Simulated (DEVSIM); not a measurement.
Device: GaSb p-n junction from an implanted or diffused profile, at 300 K.

```
layer (left to right)  material  thickness (μm)  Nd (cm⁻³)  τn (s)  τp (s)
---------------------  --------  --------------  ---------  ------  ------
1                          GaSb            4.00     7.2e12  5.6e-9  5.6e-9
```

Added acceptor profile: 2.7e16 cm⁻³ × exp(−(x − 0 μm)²/(2·(0.14 μm)²)). Left contact: ohmic. Right contact: ohmic. Voltage is applied to the left contact. Recombination: SRH at mid-gap, radiative, Auger. Mobility is constant in doping.

Constants are typed, rounded textbook-type inputs, not results; the design itself was drawn at random and stands for no fabricated device. Values at 300 K.

| parameter | GaSb |
|---|---|
| gap (eV) | 0.726 |
| affinity (eV) | 4.06 |
| permittivity | 15.7 |
| Nc (cm⁻³) | 2.1e17 |
| Nv (cm⁻³) | 1.8e19 |
| μn (cm²/Vs) | 5000 |
| μp (cm²/Vs) | 850 |
| B (cm³/s) | 1e-10 |
| Cn (cm⁶/s) | 5e-30 |
| Cp (cm⁶/s) | 5e-30 |

Model (solved in DEVSIM): 1D drift-diffusion, Boltzmann statistics, complete ionisation; no tunnelling, impact ionisation, image-force lowering or self-heating.

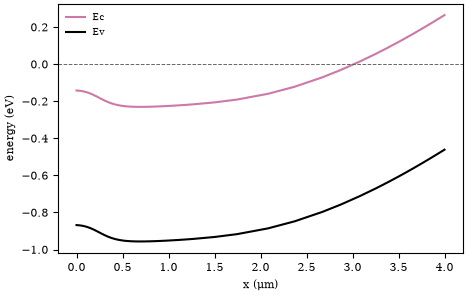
Band edges at 0.7 V on the left contact

Energies count from the Fermi level of the right contact; mesh points crowd at the junctions.

| x (μm) | Ec (eV) | Ev (eV) | n (cm⁻³) | p (cm⁻³) | field (V/cm) |
|---|---|---|---|---|---|
| 0.000 | -0.142 | -0.868 | 8.9e7 | 2.7e16 | -390 |
| 0.01624 | -0.143 | -0.869 | 1.4e12 | 2.6e16 | -440 |
| 0.03660 | -0.144 | -0.870 | 3.2e12 | 2.5e16 | -610 |
| 0.06623 | -0.146 | -0.872 | 6.0e12 | 2.3e16 | -940 |
| 0.1207 | -0.153 | -0.879 | 1.3e13 | 1.8e16 | -1600 |
| 0.1811 | -0.165 | -0.891 | 2.7e13 | 1.1e16 | -2300 |
| 0.2492 | -0.182 | -0.908 | 6.1e13 | 5.6e15 | -2600 |
| 0.3556 | -0.207 | -0.933 | 1.7e14 | 2.1e15 | -1900 |
| 0.4256 | -0.218 | -0.944 | 2.8e14 | 1.3e15 | -1200 |
| 0.5040 | -0.225 | -0.951 | 3.7e14 | 9.3e14 | -660 |
| 0.5824 | -0.229 | -0.955 | 4.3e14 | 7.5e14 | -290 |
| 0.6937 | -0.230 | -0.956 | 4.7e14 | 6.1e14 | ≈ 0 |
| 0.8663 | -0.229 | -0.955 | 4.5e14 | 5.0e14 | 190 |
| 1.264 | -0.217 | -0.943 | 3.1e14 | 3.5e14 | 390 |
| 2.370 | -0.122 | -0.848 | 2.6e13 | 1.3e14 | 1500 |
| 3.083 | 0.015 | -0.711 | 1.0e13 | 9.0e13 | 2300 |
| 3.489 | 0.117 | -0.609 | 8.7e12 | 7.8e13 | 2700 |
| 3.708 | 0.177 | -0.549 | 8.1e12 | 7.1e13 | 2900 |
| 3.871 | 0.226 | -0.500 | 7.7e12 | 5.6e13 | 3000 |
| 3.937 | 0.246 | -0.480 | 7.6e12 | 3.7e13 | 3000 |
| 3.975 | 0.257 | -0.469 | 7.6e12 | 1.9e13 | 3000 |
| 4.000 | 0.265 | -0.461 | 7.5e12 | 3.2e11 | 3000 |
